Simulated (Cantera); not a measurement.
Charge: 1 mol Si₃N₄, a varied amount of H₂, equilibrated at 2652 °C and 0.100 bar.

Method: chemical equilibrium by Gibbs-energy minimisation in Cantera with the NASA 1993 tables (ideal gas, pure condensed phases). Candidate condensed phases: Si, Si₃N₄; 18 gas species. The tables' values for SiN are old estimates; treat these amounts as uncertain. Gases not in the tables: Si₂H₆ and higher silanes. Equilibrium is a limit: real reactors are often held back by kinetics, nucleation or transport.

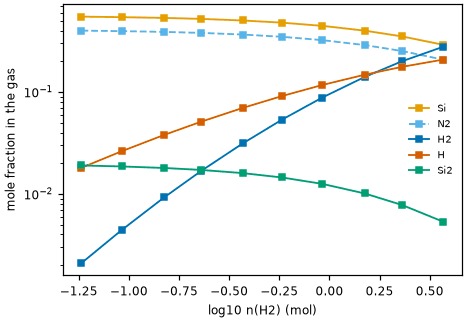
*Equilibrium gas composition (values under 1e-9 drawn at 1e-9)*

Problem. Read off the mole fractions at 0.37 mol H₂.

Solution. Si about 0.50, N₂ about 0.37, H about 0.070, H₂ about 0.031, Si₂ about 0.016.
